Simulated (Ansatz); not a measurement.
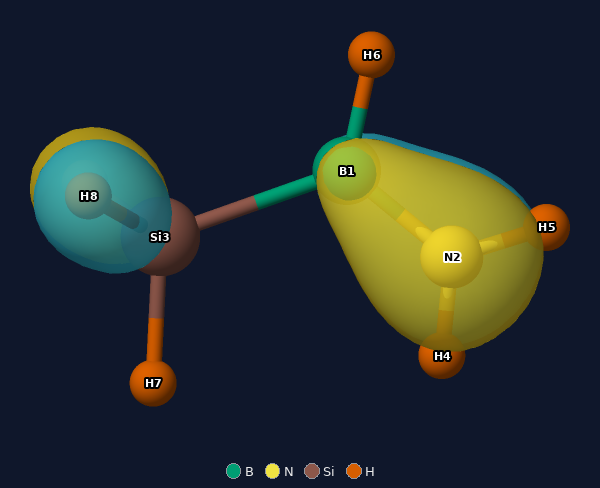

*BH6NSi (SMILES NB[SiH3]). The HOMO−1 at ±0.15 Å⁻³ᐟ² (yellow and cyan are the two phases), seen across its widest extent.*

Geometry: r2SCAN-D4/def2-SVP.

These are results of isolated molecule in a Gaussian basis; Kohn-Sham density functional theory, functional PBE0 (Ansatz), not measurements.

```xyz
9

B    -1.4498   -0.5557   -0.5353
N    -0.3889   -0.2982    0.3278
Si   -1.2860   -1.9321   -2.0068
H     0.5076   -0.7705    0.2759
H    -0.4355    0.3853    1.0770
H    -2.4713    0.0760   -0.3700
H     0.0641   -2.5918   -2.0229
H    -2.3094   -3.0184   -1.8617
H    -1.4972   -1.3201   -3.3593
```

**Describe this orbital and give its energy.**

Its weight (Hirshfeld) is mainly on N2 (about 55 %), B1 (about 15 %), Si3 (about 10 %), H8 (about 5 %) and H9 (about 5 %). Its energy is −8.83 eV.
